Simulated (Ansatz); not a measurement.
**W3O4: relaxing cell and atoms**

Aim: in W3O4, a borrowed structure type, volume estimated, relax cell and atoms, then read levels, charges and fields where it ends.

All numbers below are computed with Ansatz 0.2.0 (DFT, r2SCAN, no spin polarisation, plane waves, PAW).

## (1) Geometry

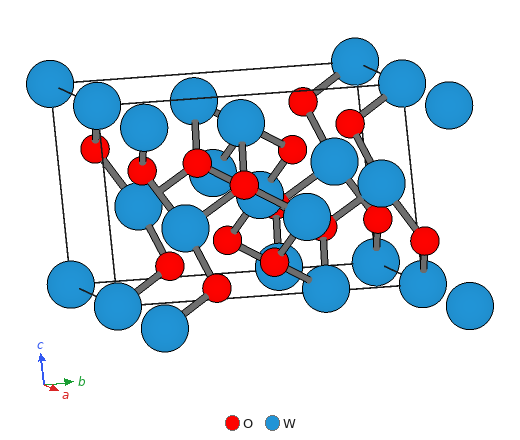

Viewed slightly off an axis; oxygen red, tungsten blue. 2×1×1 cells are drawn.

Symmetry: P2_1/c, No. 14, monoclinic system. The conventional cell has a = 3.395 Å, b = 8.736 Å, c = 5.386 Å, α = 90.00°, β = 106.13°, γ = 90.00°. O (site symmetry 1) is surrounded by 3 W at 1.92 to 1.95 Å. W (site symmetry 1) has 4 O at 1.95 to 1.98 Å as nearest neighbours. O (site symmetry 1) has 3 W at 1.94 to 1.98 Å as nearest neighbours. W (site symmetry -1) is surrounded by 4 O at 1.92 to 1.94 Å.

Symmetry-reduced, conventional setting; the input below types the cell that was run:

```cif
data_structure
_symmetry_space_group_name_H-M 'P2_1/c'
_symmetry_Int_Tables_number 14
_cell_length_a 3.3953
_cell_length_b 8.7360
_cell_length_c 5.3861
_cell_angle_alpha 90.000
_cell_angle_beta 106.135
_cell_angle_gamma 90.000
_cell_volume 153.46
loop_
_atom_site_label
_atom_site_type_symbol
_atom_site_symmetry_multiplicity
_atom_site_Wyckoff_symbol
_atom_site_fract_x
_atom_site_fract_y
_atom_site_fract_z
_atom_site_occupancy
O1 O 4 e 0.96340 0.18810 0.17560 1
W1 W 4 e 0.71510 0.35800 0.95190 1
O2 O 4 e 0.51210 0.45010 0.22640 1
W2 W 2 a 0.00000 0.00000 0.00000 1
```

The first density is read from a saved solution for the starting cell.

## (2) Relaxing

input.yaml reads:

```yaml
crystal:
  lattice:
    - [3.39527544, 0.0, 0.0]
    - [0.0, 8.7359545, 0.0]
    - [-1.49680695, 0.0, 5.17396448]
  atoms:
    - { symbol: O, position: [0.9634, 0.1881, 0.1756] }
    - { symbol: O, position: [0.0366, 0.6881, 0.3244] }
    - { symbol: O, position: [0.0366, 0.8119, 0.8244] }
    - { symbol: O, position: [0.9634, 0.3119, 0.6756] }
    - { symbol: W, position: [0.7151, 0.358, 0.9519] }
    - { symbol: W, position: [0.2849, 0.858, 0.5481] }
    - { symbol: W, position: [0.2849, 0.642, 0.0481] }
    - { symbol: W, position: [0.7151, 0.142, 0.4519] }
    - { symbol: O, position: [0.5121, 0.4501, 0.2264] }
    - { symbol: O, position: [0.4879, 0.9501, 0.2736] }
    - { symbol: O, position: [0.4879, 0.5499, 0.7736] }
    - { symbol: O, position: [0.5121, 0.0499, 0.7264] }
    - { symbol: W, position: [0.0, 0.0, 0.0] }
    - { symbol: W, position: [0.0, 0.5, 0.5] }
  symmetry: { tolerance: 0.0003 }
kpoints:
  mp_grid: { grid: [6, 2, 4], shift: [0, 0, 0] }
magnetization:
  spin_polarized: false
scf:
  occupations: { method: fermi_dirac }
  lower_state_search: "off"
hamiltonian:
  pseudopotentials: { kind: paw }
  xc: r2scan
basis:
  ecutwfc: 500
  fft_grid_basis: typed
relax:
  max_steps: 60
  cell: { p_target: 0.0 }
  f_tol: 0.03
output:
  forces: true
  stress: true
  eigenvalues: true
  bader: true
  populations: true
  elf: true
  write_potential: true
  volumetric_format: npy
  dos:
    e_range: [-12, 8]
    de: 0.05
    projected: { site_lists: { O: [O], W: [W] } }
  write_density: true
checkpoint:
  read: saved_state
```

On the command line:

```
> ansatz run input.yaml --threads 2 --pin off --max-ram 3584MiB --backend cpu --events-out ev --progress --plain --runs-dir out
```

The log of the run, cut to the lines that bear on the results:

```text
Warning: RAYON_NUM_THREADS=2 ignored (pool sized by the plan → 2); use --threads N
[...]
Pseudopotentials: kind: paw
Pseudopotential: O, paw, valence charge 6, recommended cutoff 500 eV (meta_gga), O.paw.azcp
Pseudopotential: W, paw, valence charge 14, recommended cutoff 500 eV (meta_gga), W.paw.azcp
Functional definition: r2SCAN
[...]
Crystal: 14 atoms, lattice volume = 153.465 Å³
Basis set: ecut = 500 eV, 3883 PW (Γ), exchange–correlation on 100×256×160 points (64 copies of the dense FFT grid, shifted against one another)
Bands: 80, of which v1, the nominal top of the filled ones, is band 66 counted from 1 (65 counted from 0)
Symmetry: 4 space group operations
Space group: P21/c (ITA 14), of the structure as read, at distance tolerance 1.6e-3 Å
k-points: 28 of 48
[...]
SCF iter   1: F=-66916.443985 eV  HF=-66916.432920 eV  |F-HF|=1.11e-2  |Δ(HF+E_count)|=         —  Δρ=2.32e-3  dr2=3.19e-3  dr2_τ=5.33e-3  ethr=2.37e-6  ⟨swp⟩=2.6  Hψ=13476  notcnv=0
[...]
relax step   1: F+E_penalty+E_count = -66916.44526424 eV  Δ(F+E_penalty+E_count) = +0.000e0 eV  max|allowed force component| = 1.849e0 eV/Å  Δτ_max = 0.0000 Å  P = +34.114 GPa  Ω = 153.465 Å³  (7 SCF iters, dr2 threshold 1.00e-7 eV, accepted)
[...]
relax step   4: F+E_penalty+E_count = -66925.94924526 eV  Δ(F+E_penalty+E_count) = -2.535e0 eV  max|allowed force component| = 2.052e0 eV/Å  Δτ_max = 0.1959 Å  P = -10.335 GPa  Ω = 184.204 Å³  energy of the carried Pulay correction = -2.291e-2 eV  (8 SCF iters, dr2 threshold 1.40e-6 eV, accepted)
[...]
relax step   7: F+E_penalty+E_count = -66929.34263804 eV  Δ(F+E_penalty+E_count) = -2.608e-1 eV  max|allowed force component| = 8.899e-1 eV/Å  Δτ_max = 0.1347 Å  P = +0.597 GPa  Ω = 177.525 Å³  energy of the carried Pulay correction = -1.829e-2 eV  (7 SCF iters, dr2 threshold 1.40e-6 eV, accepted)
[...]
relax step  10: F+E_penalty+E_count = -66930.48156077 eV  Δ(F+E_penalty+E_count) = -5.752e-1 eV  max|allowed force component| = 7.936e-1 eV/Å  Δτ_max = 0.0856 Å  P = -1.093 GPa  Ω = 190.064 Å³  energy of the carried Pulay correction = -2.681e-2 eV  (8 SCF iters, dr2 threshold 1.40e-6 eV, accepted)
[...]
relax step  13: F+E_penalty+E_count = -66930.73161764 eV  Δ(F+E_penalty+E_count) = -6.833e-3 eV  max|allowed force component| = 3.007e-1 eV/Å  Δτ_max = 0.0957 Å  P = +3.389 GPa  Ω = 186.617 Å³  energy of the carried Pulay correction = -2.453e-2 eV  (7 SCF iters, dr2 threshold 1.40e-6 eV, accepted)
relax step  14: F+E_penalty+E_count = -66930.73750163 eV  Δ(F+E_penalty+E_count) = -5.884e-3 eV  max|allowed force component| = 2.937e-1 eV/Å  Δτ_max = 0.0211 Å  P = -1.829 GPa  Ω = 189.912 Å³  energy of the carried Pulay correction = -2.671e-2 eV  (6 SCF iters, dr2 threshold 1.40e-6 eV, accepted)
relax step  15: F+E_penalty+E_count = -66930.79006657 eV  Δ(F+E_penalty+E_count) = -5.256e-2 eV  max|allowed force component| = 1.424e-1 eV/Å  Δτ_max = 0.0489 Å  P = -0.450 GPa  Ω = 190.265 Å³  energy of the carried Pulay correction = -2.695e-2 eV  (6 SCF iters, dr2 threshold 1.40e-6 eV, accepted)
```

[end of part 1 of 2]
